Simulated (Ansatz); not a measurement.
Run report: CH₉NSi, geometry relaxation (part 1 of 2)

The run: geometry relaxation of CH₉NSi. Method and program: RKS PBE/6-31G* (Ansatz 0.2.0).

It belongs to a series of runs on one base structure; here: end point A relaxed. Figures and captions count atoms from 1; the log counts them from 0 in places.

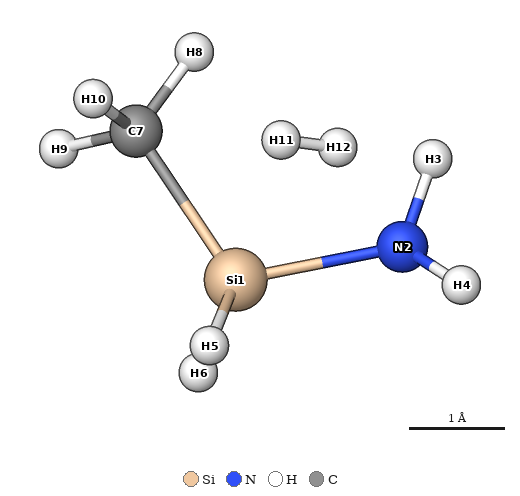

*The starting structure (ball-and-stick view, seen at a tilt; atoms are numbered from 1 in the order of the input).*

Bond lengths as drawn: C–H 1.10 Å, C–Si 1.90 Å, H–H 0.71 Å, H–N 1.02 Å, H–Si 1.50 Å and N–Si 1.79 Å.

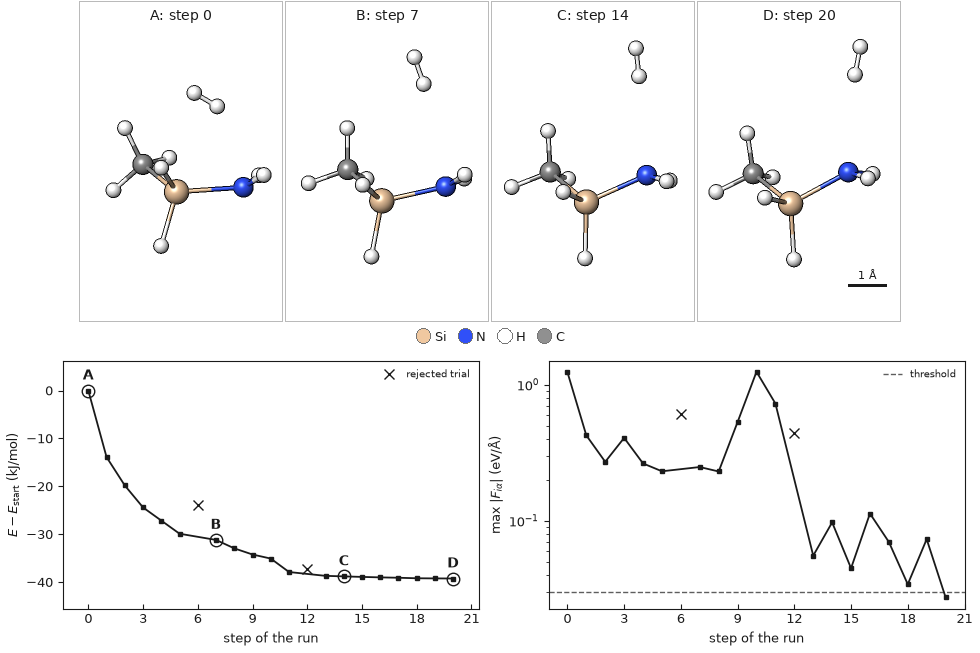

*Frames of the relaxation (ball-and-stick view, seen at a tilt) above the curves, on which the letters mark them (the first geometry is step 0 here and step 1 in the log).*

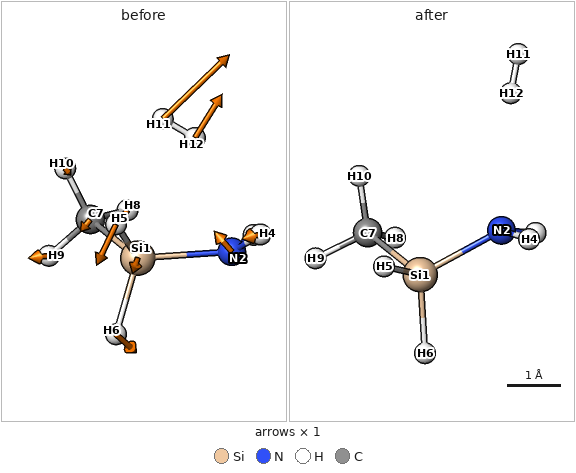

*Before (left) and after (right) the relaxation, at one scale (ball-and-stick view, seen at a tilt). The orange arrows give the displacements, at true length.*

The atom that moves furthest after the best rigid fit is H11 (1.77 Å). Largest moves by element: H 1.77 Å, N 0.56 Å, Si 0.36 Å, C 0.32 Å. Distances before and after: H11–H12 0.713 → 0.756 Å, Si1–N2 1.790 → 1.759 Å, Si1–C7 1.900 → 1.886 Å, Si1–H6 1.503 → 1.515 Å. Among the angles that change: N2–Si1–H6 110.1° → 115.6°, N2–Si1–H5 108.5° → 105.4°, N2–Si1–C7 112.0° → 109.2°. The energy falls by 39.2 kJ/mol in 20 geometry steps. Largest force component: 1.2 eV/Å at the start, 0.027 eV/Å at the end. The line search rejected the trial steps at points 6, 12 (counted from 0) and went back. (Atoms are counted from 1 in the order of the input.)

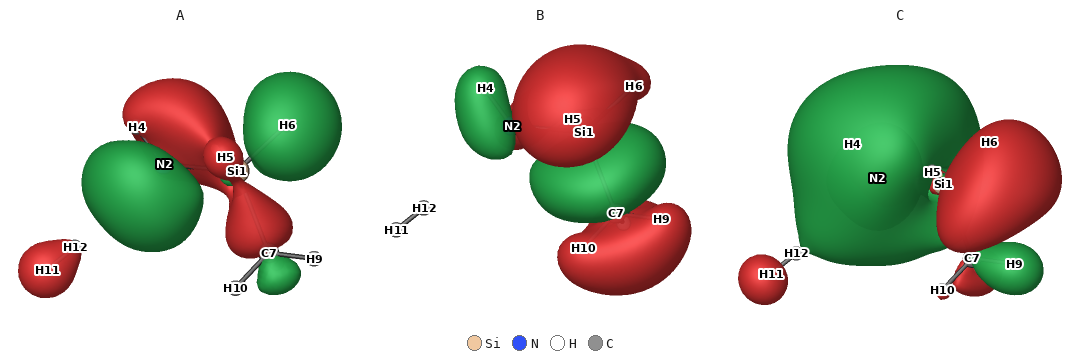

*Three frontier orbitals at ±0.06 Å⁻³ᐟ² (green and red are the two phases).*

B is the HOMO−1 (−7.53 eV). It lies mainly on C7 (35 %), Si1 (30 %) and H5 (15 %). A is the HOMO (−5.64 eV). C is the LUMO (0.33 eV). Its weight (Hirshfeld) is mainly on Si1 (40 %), N2 (20 %), H4 (10 %) and H3 (10 %). The HOMO–LUMO gap is 5.97 eV between the orbital energies.

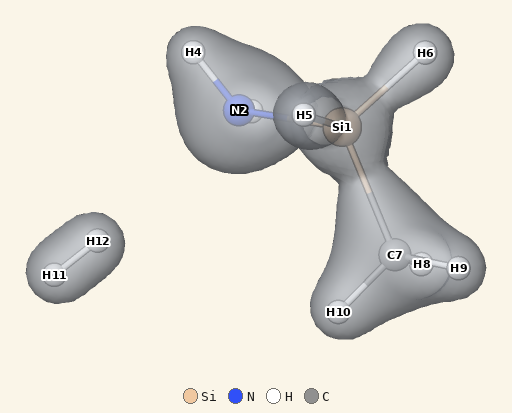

*Isosurface of the total electron density at 0.6 e/Å³ (grey), seen at a tilt.*

At this value the surface falls into two separate pieces. It is pinched off along the N···H (2.60 Å) contacts. On the grid the lowest density along these lines, outside the cores, is 0.07 e/Å³ (N···H, 2.60 Å), 0.82 e/Å³ (Si–N, 1.76 Å), 0.78 e/Å³ (C–Si, 1.89 Å) and 1.6 e/Å³ (H–H, 0.76 Å).

These pictures come from the run below.

### The input
```yaml
crystal:
  periodic: [false, false, false]
  atoms:
    - { symbol: Si, position_ang: [-0.10682, 0.123003, 0.120266] }
    - { symbol: "N", position_ang: [-0.17871, 0.200354, 1.907221] }
    - { symbol: H, position_ang: [-0.749408, -0.470659, 2.421745] }
    - { symbol: H, position_ang: [0.66925, 0.433241, 2.424894] }
    - { symbol: H, position_ang: [1.330859, 0.2176, -0.302847] }
    - { symbol: H, position_ang: [-0.784993, 1.324029, -0.477204] }
    - { symbol: C, position_ang: [-0.981868, -1.419359, -0.56085] }
    - { symbol: H, position_ang: [-1.593362, -1.906801, 0.218466] }
    - { symbol: H, position_ang: [-1.651958, -1.152081, -1.395974] }
    - { symbol: H, position_ang: [-0.261619, -2.168807, -0.92887] }
    - { symbol: H, position_ang: [1.439445, -1.918016, 0.906772] }
    - { symbol: H, position_ang: [1.159083, -1.584703, 1.470783] }
basis:
  gaussian: { orbitals: "6-31G*" }
hamiltonian:
  xc: pbe
relax:
  f_tol: 0.03
  max_steps: 50
output:
  orbitals: {}
```

Launched with:
```bash
ansatz run input.yaml --threads 1 --pin off --max-ram 2048MiB --backend cpu --events-out ev --progress --plain --runs-dir out
```

### Log
```
The last accepted step is kept in [file] (removed where the run ends without a failure and the disk answers)
Engine: ansatz 0.2.0, x86_64-unknown-linux-gnu
Functional definition: PBE
  parameter kappa = 0.804
  parameter beta = 0.06672455060314922
  exchange = pbe_x(kappa = kappa, mu = beta*pi^2/3)
  correlation = pbe_c(beta = beta)
965 factors; their error is unknown
mean field evaluation 1: about -10530.9528 eV, gradient 7.3e1 eV
mean field evaluation 2: about -10503.7509 eV, gradient 1.2e2 eV
mean field evaluation 4: about -10542.2008 eV, gradient 1.0e1 eV
mean field evaluation 8: about -10542.4520 eV, gradient 3.8e-2 eV
mean field evaluation 16: about -10542.3897 eV, gradient 5.5e-5 eV
mean field -10542.38972007 eV, -387.4256763241 hartree, gradient 5.5e-5 eV, S^2 0.000000; 0 other end points of the search recorded, 0 dependent functions left out
the calculation of the forces begins
reference -10542.38974969 eV, -387.4256774128 hartree; 18, 18 occupied and 49, 49 virtual orbitals, 965 factors
relax step   1: F+E_penalty+E_count = -10542.38972007 eV  Δ(F+E_penalty+E_count) = +0.000e0 eV  max|allowed force component| = 1.235e0 eV/Å  Δτ_max = 0.0000 Å  (26 SCF iters, accepted)
these checks for a lower state are left out or cut short: starts, cluster_reference, orbital_swaps, neighbouring_geometries, increment
965 factors; their error is unknown
mean field -10542.53374847 eV, -387.4309692701 hartree, gradient 9.2e-6 eV, S^2 0.000000; 0 other end points of the search recorded, 0 dependent functions left out
[... from here on the field's lines of each further geometry are left out, up to the last ...]
relax step   2: F+E_penalty+E_count = -10542.53374847 eV  Δ(F+E_penalty+E_count) = -1.440e-1 eV  max|allowed force component| = 4.240e-1 eV/Å  Δτ_max = 0.1949 Å  (27 SCF iters, accepted)
relax step   3: F+E_penalty+E_count = -10542.59512833 eV  Δ(F+E_penalty+E_count) = -6.138e-2 eV  max|allowed force component| = 2.712e-1 eV/Å  Δτ_max = 0.1984 Å  (27 SCF iters, accepted)
relax step   4: F+E_penalty+E_count = -10542.64267799 eV  Δ(F+E_penalty+E_count) = -4.755e-2 eV  max|allowed force component| = 4.063e-1 eV/Å  Δτ_max = 0.2000 Å  (26 SCF iters, accepted)
relax step   5: F+E_penalty+E_count = -10542.67110535 eV  Δ(F+E_penalty+E_count) = -2.843e-2 eV  max|allowed force component| = 2.638e-1 eV/Å  Δτ_max = 0.1950 Å  (27 SCF iters, accepted)
relax step   6: F+E_penalty+E_count = -10542.69950782 eV  Δ(F+E_penalty+E_count) = -2.840e-2 eV  max|allowed force component| = 2.310e-1 eV/Å  Δτ_max = 0.2000 Å  (26 SCF iters, accepted)
relax step   7: F+E_penalty+E_count = -10542.63770711 eV  Δ(F+E_penalty+E_count) = +6.180e-2 eV  max|allowed force component| = 6.113e-1 eV/Å  Δτ_max = 0.1997 Å  (27 SCF iters, rejected (line search))
relax step   8: F+E_penalty+E_count = -10542.71295766 eV  Δ(F+E_penalty+E_count) = -1.345e-2 eV  max|allowed force component| = 2.483e-1 eV/Å  Δτ_max = 0.0975 Å  (27 SCF iters, accepted)
relax step   9: F+E_penalty+E_count = -10542.73119307 eV  Δ(F+E_penalty+E_count) = -1.824e-2 eV  max|allowed force component| = 2.303e-1 eV/Å  Δτ_max = 0.1000 Å  (26 SCF iters, accepted)
relax step  10: F+E_penalty+E_count = -10542.74448540 eV  Δ(F+E_penalty+E_count) = -1.329e-2 eV  max|allowed force component| = 5.313e-1 eV/Å  Δτ_max = 0.1240 Å  (27 SCF iters, accepted)
relax step  11: F+E_penalty+E_count = -10542.75331092 eV  Δ(F+E_penalty+E_count) = -8.826e-3 eV  max|allowed force component| = 1.243e0 eV/Å  Δτ_max = 0.1460 Å  (26 SCF iters, accepted)
relax step  12: F+E_penalty+E_count = -10542.78241080 eV  Δ(F+E_penalty+E_count) = -2.910e-2 eV  max|allowed force component| = 7.267e-1 eV/Å  Δτ_max = 0.0540 Å  (28 SCF iters, accepted)
relax step  13: F+E_penalty+E_count = -10542.77549063 eV  Δ(F+E_penalty+E_count) = +6.920e-3 eV  max|allowed force component| = 4.381e-1 eV/Å  Δτ_max = 0.1999 Å  (25 SCF iters, rejected (line search))
relax step  14: F+E_penalty+E_count = -10542.79068148 eV  Δ(F+E_penalty+E_count) = -8.271e-3 eV  max|allowed force component| = 5.548e-2 eV/Å  Δτ_max = 0.0662 Å  (27 SCF iters, accepted)
relax step  15: F+E_penalty+E_count = -10542.79183387 eV  Δ(F+E_penalty+E_count) = -1.152e-3 eV  max|allowed force component| = 9.738e-2 eV/Å  Δτ_max = 0.0667 Å  (27 SCF iters, accepted)
relax step  16: F+E_penalty+E_count = -10542.79299102 eV  Δ(F+E_penalty+E_count) = -1.157e-3 eV  max|allowed force component| = 4.486e-2 eV/Å  Δτ_max = 0.0546 Å  (27 SCF iters, accepted)
relax step  17: F+E_penalty+E_count = -10542.79400211 eV  Δ(F+E_penalty+E_count) = -1.011e-3 eV  max|allowed force component| = 1.131e-1 eV/Å  Δτ_max = 0.1215 Å  (28 SCF iters, accepted)
relax step  18: F+E_penalty+E_count = -10542.79480259 eV  Δ(F+E_penalty+E_count) = -8.005e-4 eV  max|allowed force component| = 6.993e-2 eV/Å  Δτ_max = 0.0416 Å  (28 SCF iters, accepted)
relax step  19: F+E_penalty+E_count = -10542.79591313 eV  Δ(F+E_penalty+E_count) = -1.111e-3 eV  max|allowed force component| = 3.420e-2 eV/Å  Δτ_max = 0.1177 Å  (27 SCF iters, accepted)
relax step  20: F+E_penalty+E_count = -10542.79621772 eV  Δ(F+E_penalty+E_count) = -3.046e-4 eV  max|allowed force component| = 7.327e-2 eV/Å  Δτ_max = 0.1022 Å  (27 SCF iters, accepted)
the calculation of the forces begins
reference -10542.79647435 eV, -387.4406242684 hartree; 18, 18 occupied and 49, 49 virtual orbitals, 965 factors
relax step  21: F+E_penalty+E_count = -10542.79644138 eV  Δ(F+E_penalty+E_count) = -2.237e-4 eV  max|allowed force component| = 2.744e-2 eV/Å  Δτ_max = 0.0083 Å  (21 SCF iters, accepted)
965 factors; their error is unknown
mean field evaluation 160: about -10503.4868 eV, gradient 1.2e2 eV
mean field -10542.79644138 eV, -387.4406230568 hartree, gradient 1.9e-5 eV, S^2 0.000000; 1 other end points of the search recorded, 0 dependent functions left out
the calculation of the forces begins
reference -10542.79647435 eV, -387.4406242684 hartree; 18, 18 occupied and 49, 49 virtual orbitals, 965 factors
Total energy: -10542.79647435 eV, -387.4406242684 hartree
Atom 0 at    -0.410662     0.306230     0.021158 Å, force     0.010505     0.019753     0.005096 eV/Å
Atom 1 at     0.214208    -0.120174     1.608894 Å, force    -0.023218    -0.007931    -0.002488 eV/Å
Atom 2 at    -0.462813    -0.431301     2.309796 Å, force     0.011309     0.006816    -0.010541 eV/Å
Atom 3 at     0.855747     0.547142     2.041867 Å, force     0.003938     0.004964    -0.000460 eV/Å
Atom 4 at     0.774311     0.814463    -0.751597 Å, force    -0.013936    -0.005329     0.007663 eV/Å
Atom 5 at    -1.450920     1.407509     0.001301 Å, force     0.014575    -0.018825     0.001305 eV/Å
Atom 6 at    -1.160372    -1.225566    -0.783233 Å, force    -0.009949    -0.023478    -0.016909 eV/Å
Atom 7 at    -2.015351    -1.610052    -0.198879 Å, force     0.018582     0.006144    -0.014364 eV/Å
Atom 8 at    -1.530366    -0.992432    -1.797471 Å, force     0.007559    -0.005038     0.026024 eV/Å
Atom 9 at    -0.410858    -2.031437    -0.861507 Å, force    -0.020033     0.023623     0.002957 eV/Å
Atom 10 at     2.157149    -2.787719     2.209326 Å, force    -0.018859     0.026739    -0.008470 eV/Å
Atom 11 at     1.729826    -2.198864     2.004748 Å, force     0.019528    -0.027437     0.010187 eV/Å
Dipole moment:    -0.153779     0.049455     0.173101 e Å
```

### Trajectory as extended XYZ (Å, eV, eV/Å), 21 frames, from step=1 to step=21
```
12
Properties=species:S:1:pos:R:3:forces:R:3 step=1 energy=-10542.38972
Si   -0.1068    0.1230    0.1203   -0.3022   0.3354   0.7217
N    -0.1787    0.2004    1.9072   -0.0756   0.1306  -0.7205
H    -0.7494   -0.4707    2.4217    0.0405   0.0331  -0.0525
H     0.6693    0.4332    2.4249   -0.0807  -0.0011  -0.0252
H     1.3309    0.2176   -0.3028    0.0205  -0.0133  -0.0280
H    -0.7850    1.3240   -0.4772   -0.0208   0.0455   0.0015
C    -0.9819   -1.4194   -0.5608    0.0254  -0.0253  -0.0087
H    -1.5934   -1.9068    0.2185   -0.0189   0.0135  -0.0114
H    -1.6520   -1.1521   -1.3960    0.0323   0.0082   0.0396
H    -0.2616   -2.1688   -0.9289   -0.0044   0.0022   0.0284
H     1.4394   -1.9180    0.9068    0.9016  -1.0847  -1.1803
H     1.1591   -1.5847    1.4708   -0.5178   0.5560   1.2354
12
Properties=species:S:1:pos:R:3:forces:R:3 step=2 energy=-10542.53375
Si   -0.1427    0.1632    0.1219   -0.0298   0.0387   0.3949
N    -0.2092    0.2372    1.8940   -0.0055  -0.0053  -0.4240
H    -0.7606   -0.4539    2.4024    0.0014   0.0260  -0.0336
H     0.6449    0.4580    2.4062   -0.0475   0.0214  -0.0183
H     1.3007    0.2349   -0.3012   -0.0263   0.0432  -0.0155
H    -0.8135    1.3614   -0.4834   -0.0604   0.0522  -0.0187
C    -0.9847   -1.4037   -0.5536   -0.0340   0.0300  -0.0037
H    -1.5997   -1.8947    0.2207   -0.0310   0.0235  -0.0029
H    -1.6497   -1.1492   -1.3956   -0.0065  -0.0102  -0.0017
H    -0.2560   -2.1508   -0.9111    0.0210   0.0649   0.0490
H     1.5607   -2.0669    0.9399    0.0919  -0.1205   0.1583
H     1.1997   -1.6576    1.4643    0.1268  -0.1638  -0.0839
12
Properties=species:S:1:pos:R:3:forces:R:3 step=3 energy=-10542.59513
Si   -0.1697    0.1918    0.1106   -0.0196  -0.0213   0.2712
N    -0.2258    0.2494    1.8751    0.0416  -0.0540  -0.2622
H    -0.7663   -0.4521    2.3809   -0.0007   0.0344  -0.0312
H     0.6275    0.4771    2.3854   -0.0475   0.0181  -0.0140
H     1.2720    0.2736   -0.3188   -0.0226   0.0290  -0.0194
H    -0.8524    1.3865   -0.4891   -0.0534   0.0561  -0.0215
C    -1.0047   -1.3807   -0.5590   -0.0018   0.0198  -0.0018
H    -1.6247   -1.8682    0.2137   -0.0270   0.0313  -0.0038
H    -1.6620   -1.1415   -1.4115    0.0059  -0.0079  -0.0046
H    -0.2633   -2.1240   -0.8977    0.0062   0.0416   0.0373
H     1.6820   -2.1960    1.0292   -0.0906   0.0947   0.2520
H     1.2773   -1.7381    1.4857    0.2096  -0.2419  -0.2021
12
Properties=species:S:1:pos:R:3:forces:R:3 step=4 energy=-10542.64268
Si   -0.2286    0.2375    0.1075    0.0005  -0.0270   0.0863
N    -0.2154    0.2516    1.8607    0.0385  -0.0726  -0.0392
H    -0.7545   -0.4440    2.3754    0.0063   0.0496  -0.0074
H     0.6403    0.4927    2.3597   -0.0552  -0.0007  -0.0223
H     1.1979    0.3440   -0.3643   -0.0169   0.0510  -0.0417
H    -0.9540    1.4319   -0.4548   -0.0311  -0.0220  -0.0034
C    -1.0261   -1.3555   -0.5504   -0.0240  -0.2278  -0.3138
H    -1.7851   -1.7656    0.1526    0.1745   0.1250  -0.1969
H    -1.5321   -1.1772   -1.5313    0.2020  -0.0839   0.4063
H    -0.2427   -2.1361   -0.7048   -0.3567   0.2675   0.0947
H     1.7985   -2.3490    1.0785    0.0063   0.0056   0.0855
H     1.3917   -1.8525    1.4756    0.0558  -0.0648  -0.0482
```
